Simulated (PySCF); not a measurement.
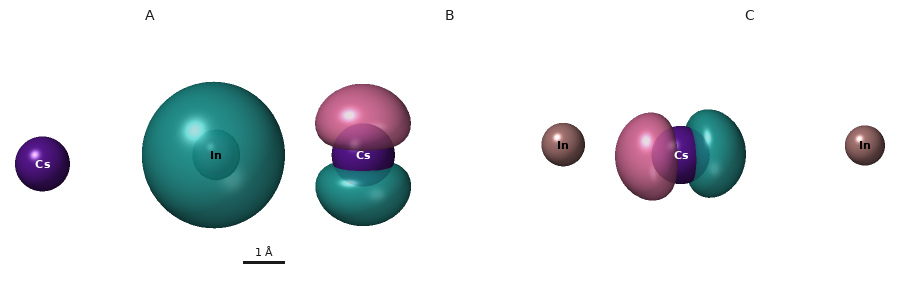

*CsIn (charge +1, doublet). Three frontier β-spin orbitals, each drawn at the value that holds 80 % of its norm (teal and pink are the two phases), in no order; of a degenerate pair one member is drawn.*

Core potentials replace the inner electrons of Cs and In.

These are results of PBE0/def2-SVPD, non-relativistic Hamiltonian with scalar-relativistic core potentials where named, at a bond length of 4.457 Å in PySCF, not measurements.

### Name the orbitals and rank them from lowest to highest energy.

Orbital B: π, occupied in this spin, −19.36 eV; almost wholly on Cs.
Orbital C: σ, occupied in this spin, −19.27 eV; almost wholly on Cs.
Orbital A: σ, occupied in this spin, −12.23 eV; almost wholly on In.
